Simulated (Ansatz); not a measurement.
All values below come from PBE (plane waves to 420 eV, PAW; Ansatz, a quantum-chemistry and plane-wave program).

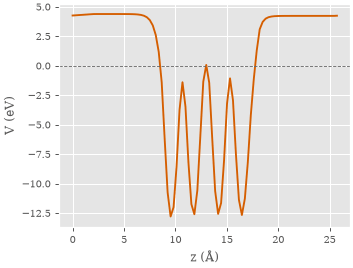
*Plane-averaged electrostatic potential energy along the normal, in eV from the Fermi level, for O on the 1x1 (0001) surface of hcp Ti, one in a 2x2 cell, started at the site 'hollow Ti-Ti-Ti'*

Slab: 17 atoms, 6.8 Å thick at the start under the adsorbate (thin: gaps and levels are the slab's own); k 6x6x1, smearing 0.1 eV, dipole-corrected; 8 atoms held, the rest relaxed; held to the start's symmetry, so lower structures may exist; no spin, no spin-orbit, no U, no dispersion correction. At the end it is bonded to 3 Ti. In PBE it is, or lies within 0.03 eV of, the lowest of the starts that converged.

The vacuum level lies 4.22 eV above the Fermi level over the top face and 4.38 eV above it under the bottom face.
